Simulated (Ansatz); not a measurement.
# Cu: response to strain

Aim: deform Cu (equal xx and yy strain of -1 %) and compute stress, forces and field gradients with LAPW, PAW and all-electron datasets made for the crystal.

Program: Ansatz 0.2.0. Level of theory: DFT PBEsol, scalar-relativistic. These are calculated values, not measurements.

**1. Starting point**

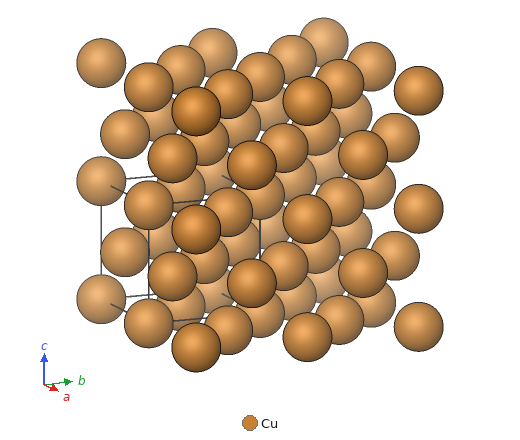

The starting structure, seen slightly off an axis (copper orange). 2×2×2 cells are drawn. Atoms on the faces are drawn again on the opposite ones. The cell drawn here is the conventional one.

Coordinates:

```cif
data_structure
_symmetry_space_group_name_H-M 'P 1'
_symmetry_Int_Tables_number 1
_cell_length_a 2.5562
_cell_length_b 2.5562
_cell_length_c 2.5562
_cell_angle_alpha 60.000
_cell_angle_beta 60.000
_cell_angle_gamma 60.000
_cell_volume 11.81
loop_
_atom_site_label
_atom_site_type_symbol
_atom_site_fract_x
_atom_site_fract_y
_atom_site_fract_z
_atom_site_occupancy
Cu1 Cu 0.00000 0.00000 0.00000 1
```

**2. After the deformation**

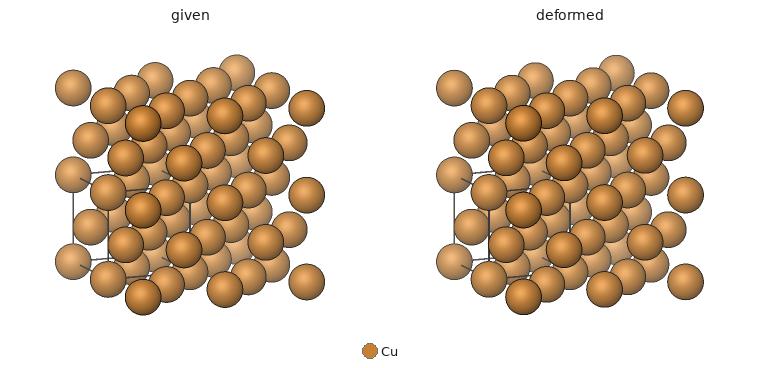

Given and deformed, at one scale.

Space group Fm-3m before, I4/mmm after.

**3. Full-potential LAPW**

File input.yaml:

```yaml
crystal:
  lattice:
    - [0.0, 1.789425, 1.8075]
    - [1.789425, 0.0, 1.8075]
    - [1.789425, 1.789425, 0.0]
  atoms:
    - { symbol: Cu, position: [0.0, 0.0, 0.0] }
kpoints:
  mp_grid: { grid: [19, 19, 19] }
  band_path:
    path:
      - [0.0, 0.0, 0.0]
      - [0.0, 0.5, 0.5]
      - [0.25, 0.75, 0.5]
      - [0.0, 0.5, 0.0]
      - [0.0, 0.0, 0.0]
      - [0.5, 0.5, 0.0]
      - [0.3725125, 0.6274875, 0.0]
      - [-0.3725125, 0.3725125, 0.0]
      - [0.0, 0.0, 0.0]
    npoints: 5
scf:
  occupations: { method: fermi_dirac, width: 0.08 }
hamiltonian:
  xc: pbesol
  pseudopotentials: { kind: all_electron, lapw: { basis_error: 0.00025 } }
output:
  forces: true
  stress: true
  eigenvalues: true
```

The run is started by

```bash
$ ansatz run input.yaml --threads 1 --pin off --max-ram 3072MiB --backend cpu --events-out ev --progress --plain --runs-dir out
```

Standard output, shortened:

```text
LAPW: plane waves up to 9.566 Å⁻¹, error target 2.5e-4 eV per atom; small_component_spin mean_spin; Cu in spheres of 1.265 Å, 19 of its electrons in bands, Dirac shells []
[...]
Pseudopotentials: kind: all_electron
Pseudopotential: Cu, LAPW, valence charge 19, Koelling and Harmon's equation, gaussian nucleus
Functional definition: PBEsol
[...]
Crystal: 1 atoms, lattice volume = 11.575 Å³
Basis set: ecut = 348.623042988626 eV, 169 PW (Γ), exchange–correlation at level 2
Bands: 14, of which v1, the nominal top of the filled ones, is band 10 counted from 1 (9 counted from 0)
Symmetry: 16 space group operations
Space group: I4/mmm (ITA 139), of the structure as read, at distance tolerance 2.3e-5 Å
k-points: 550 of 6859
[...]
SCF iter   1: F=—  HF=-44998.890251 eV  |F-HF|=—  |Δ(HF+E_count)|=         —  Δρ=4.94e-2  dr2=1.31e-1  ethr=6.86e-4  ⟨swp⟩=2.7  Hψ=54960  notcnv=0
[...]
SCF iter   7: F=-44997.897771 eV  HF=-44997.897771 eV  |F-HF|=3.20e-8  |Δ(HF+E_count)|=   1.91e-8  Δρ=4.13e-6  dr2=1.10e-9  ethr=1.17e-10  ⟨swp⟩=3.0  Hψ=22892  notcnv=0
[...]
NSCF: frozen V_eff on 41 k-points
SCF converged after 7 iterations
Free energy (F): -44997.897771 eV
[...]
E sigma→0 (E₀):  -44997.894233 eV
Entropy (-TS):   -0.007075 eV (-7.075 meV/atom)
Fermi energy:    16.895517 eV
[...]
--- Forces (eV/Å), atoms counted from 1 ---
  atom   1  Cu    -0.00000000    -0.00000000     0.00000000
[...]
--- Stress (GPa, compression-positive) ---
       -3.506640      -0.000000       0.000000
       -0.000000      -3.506640       0.000000
        0.000000       0.000000      -4.042296
  P = ⅓ Tr σ = -3.6852 GPa (-36.852 kbar)
--- Band table (eV; the first three rows and the last of 550) ---
  k-point 0: bands = ["-95.4509", "-52.9116", "-52.9113", "-52.9113", "7.2590", "13.7515", "13.8031", "13.8031", "14.6290", "14.6805", "39.5996", "42.3154", "42.3573", "42.3573"]
[...]
```

It took 25 s on 1 thread of Intel Xeon 6975P-C (Granite Rapids), shared host; peak memory 0.74 GiB.

Result: pressure -3.69 GPa; no gap.

**4. Frozen-core PAW**

File input.yaml:

```yaml
crystal:
  lattice:
    - [0.0, 1.789425, 1.8075]
    - [1.789425, 0.0, 1.8075]
    - [1.789425, 1.789425, 0.0]
  atoms:
    - { symbol: Cu, position: [0.0, 0.0, 0.0] }
kpoints:
  mp_grid: { grid: [19, 19, 19] }
scf:
  occupations: { method: fermi_dirac, width: 0.08 }
hamiltonian:
  xc: pbesol
  pseudopotentials: { kind: paw }
output:
  forces: true
  stress: true
  eigenvalues: true
  efg: { contact_densities: true }
  write_density: true
  write_potential: true
  elf: true
  volumetric_format: npy
```

The run is started by

```bash
$ ansatz run input.yaml --threads 1 --pin off --max-ram 3072MiB --backend cpu --events-out ev --progress --plain --runs-dir out
```

Standard output, shortened:

```text
[...]
Pseudopotentials: kind: paw
Pseudopotential: Cu, paw, valence charge 19, recommended cutoff 420 eV (normal)
[... 1 set-up line as earlier in the session ...]
[...]
Crystal: 1 atoms, lattice volume = 11.575 Å³
Basis set: ecut = 420 eV, 247 PW (Γ), exchange–correlation on 36×36×36 points (8 copies of the dense FFT grid, shifted against one another)
Bands: 14, of which v1, the nominal top of the filled ones, is band 10 counted from 1 (9 counted from 0)
[... 2 set-up lines as earlier in the session ...]
k-points: 550 of 6859
[...]
SCF iter   1: F=—  HF=-6588.778468 eV  |F-HF|=—  |Δ(HF+E_count)|=         —  Δρ=2.13e-2  dr2=2.74e-2  ethr=1.77e-3  ⟨swp⟩=5.5  Hψ=38602  notcnv=0
[...]
SCF iter   6: F=-6588.772115 eV  HF=-6588.772115 eV  |F-HF|=0.00e0  |Δ(HF+E_count)|=  5.10e-10  Δρ=2.07e-7  dr2=1.82e-12  ethr=3.89e-12  ⟨swp⟩=4.8  Hψ=38689  notcnv=0
[...]
SCF converged after 6 iterations
Free energy (F): -6588.772115 eV
[...]
E sigma→0 (E₀):  -6588.768581 eV
Entropy (-TS):   -0.007069 eV (-7.069 meV/atom)
Fermi energy:    17.060393 eV
[...]
--- Forces (eV/Å), atoms counted from 1 ---
  atom   1  Cu     0.00000000     0.00000000    -0.00000000
[...]
--- Stress (GPa, compression-positive) ---
       -3.500119      -0.000000       0.000000
       -0.000000      -3.500119       0.000000
        0.000000       0.000000      -4.035015
  P = ⅓ Tr σ = -3.6784 GPa (-36.784 kbar)
--- PAW observables at the nuclei: V_zz in 10²¹ V/m², potentials from the cell's mean, atoms counted from 1 ---
  atom   1  Cu V_zz =    -0.011393   η = 0.0000   by run symmetry: allowed
            electrostatic potential = -3761.795857 V   contact ρ = 147256.937110 e/Å³
--- Band table (eV; the first three rows and the last of 550) ---
  k-point 0: bands = ["-95.2895", "-52.7469", "-52.7467", "-52.7467", "7.4177", "13.9144", "13.9661", "13.9661", "14.7926", "14.8441", "39.7700", "42.3852", "42.4231", "42.4231"]
[...]
```

It took 3.9 s on 1 thread of Intel Xeon 6975P-C (Granite Rapids), shared host; peak memory 0.47 GiB.

This run gives: pressure -3.68 GPa; no gap.

The fields are shown in the conventional cell of this run's space group, carried over from its grid by interpolation.

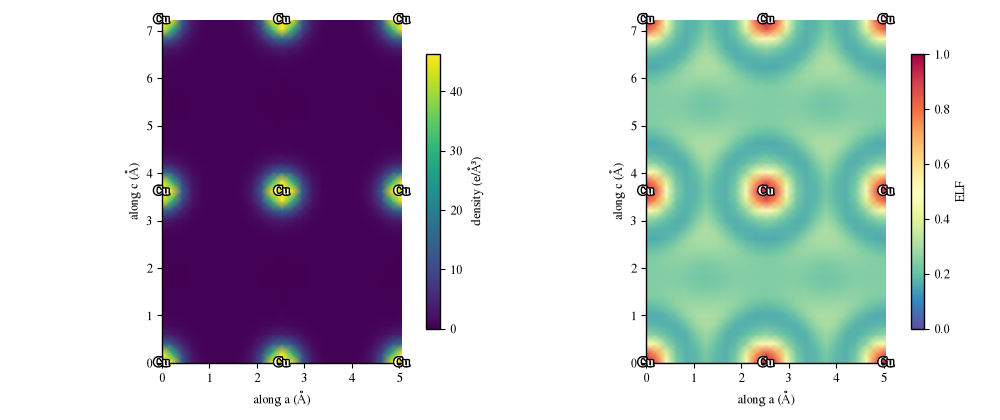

Density (left) and ELF (right) in a lattice plane of the grid's cell (edges 2.53 and 3.62 Å, at 0.000 of the third edge), which holds Cu. Only atoms in the plane are labelled; the density scale stops at 46.27 e/Å³. Both are smooth fields of the valence electrons: close to the nuclei they are not physical.

**5. All-electron PAW on datasets made for the crystal**

input.yaml, as its differences from that of step 4:

```diff
@@ -13,3 +13,3 @@
   xc: pbesol
-  pseudopotentials: { kind: paw }
+  pseudopotentials: { kind: all_electron, datasets: crystal }
 output:
@@ -19,5 +19 @@
   efg: { contact_densities: true }
-  write_density: true
-  write_potential: true
-  elf: true
-  volumetric_format: npy
```

The run is started by

```bash
$ ansatz run input.yaml --threads 1 --pin off --max-ram 3072MiB --backend cpu --events-out ev --progress --plain --runs-dir out
```

Standard output, shortened:

```text
[...]
[... 1 set-up line as earlier in the session ...]
Pseudopotential: Cu, paw, valence charge 19, recommended cutoff 300 eV (normal), Koelling and Harmon's equation, gaussian nucleus
[... 1 set-up line as earlier in the session ...]
[...]
Crystal: 1 atoms, lattice volume = 11.575 Å³
Basis set: ecut = 300 eV, 137 PW (Γ), exchange–correlation on 30×30×30 points (8 copies of the dense FFT grid, shifted against one another)
Bands: 10, of which v1, the nominal top of the filled ones, is band 6 counted from 1 (5 counted from 0)
[... 2 set-up lines as earlier in the session ...]
k-points: 550 of 6859
[...]
SCF iter   1: F=—  HF=-44998.845228 eV  |F-HF|=—  |Δ(HF+E_count)|=         —  Δρ=2.03e-1  dr2=3.70e0  ethr=3.34e-2  ⟨swp⟩=2.0  Hψ=31604  notcnv=0
[...]
Fermi energy:    16.895633 eV
[...]
  The terms above E_closure are by the made datasets' own strengths, without shells solved beside the bands.
--- Forces (eV/Å), atoms counted from 1 ---
  atom   1  Cu    -0.00000000     0.00000000    -0.00000000
[...]
--- Stress (GPa, compression-positive) ---
       -3.506212      -0.000000       0.000000
       -0.000000      -3.506212       0.000000
        0.000000       0.000000      -4.042491
  P = ⅓ Tr σ = -3.6850 GPa (-36.850 kbar)
  It holds what live shells' own plane waves past their cutoff add
--- PAW observables at the nuclei: V_zz in 10²¹ V/m², potentials from the cell's mean, atoms counted from 1 ---
  atom   1  Cu V_zz =    -0.006595   η = 0.0000   by run symmetry: allowed
            electrostatic potential = -3760.304958 V   contact ρ = 147327.325349 e/Å³
--- Band table (eV; the first three rows and the last of 550) ---
  k-point 0: bands = ["7.2591", "13.7517", "13.8034", "13.8034", "14.6291", "14.6806", "39.5997", "42.3154"]
[...]
```

Wall time 14 s (1 thread of Intel Xeon 6975P-C (Granite Rapids), shared host); peak memory 0.61 GiB.

Result: pressure -3.68 GPa; no gap.

**6. Stress and forces compared**

Stress (GPa, compression positive):

```
          method     xx     yy     zz    yz    xz    xy
            LAPW  -3.51  -3.51  -4.04  0.00  0.00  0.00
             PAW  -3.50  -3.50  -4.04  0.00  0.00  0.00
crystal datasets  -3.51  -3.51  -4.04  0.00  0.00  0.00
```

| method | pressure (GPa) | Vzz Cu (10²¹ V/m²) | SCF cycles, all passes |
| --- | --- | --- | --- |
| LAPW | -3.69 | – | 7 |
| PAW | -3.68 | -0.01 | 6 |
| crystal datasets | -3.68 | -0.01 | 9 |

**7. What came out**

| quantity | value |
| --- | --- |
| pressure | LAPW -3.69, PAW -3.68, crystal datasets -3.68 GPa |
| largest shear or deviatoric stress (LAPW) | 0.36 GPa |

The largest part of the stress beyond the pressure is 0.36 GPa in size, in the zz component. No run of the undeformed cell stands beside it, so the pressure holds what the given cell had before the change. PAW: stress within 0.01 GPa of LAPW. Crystal datasets: stress within 0.01 GPa of LAPW.
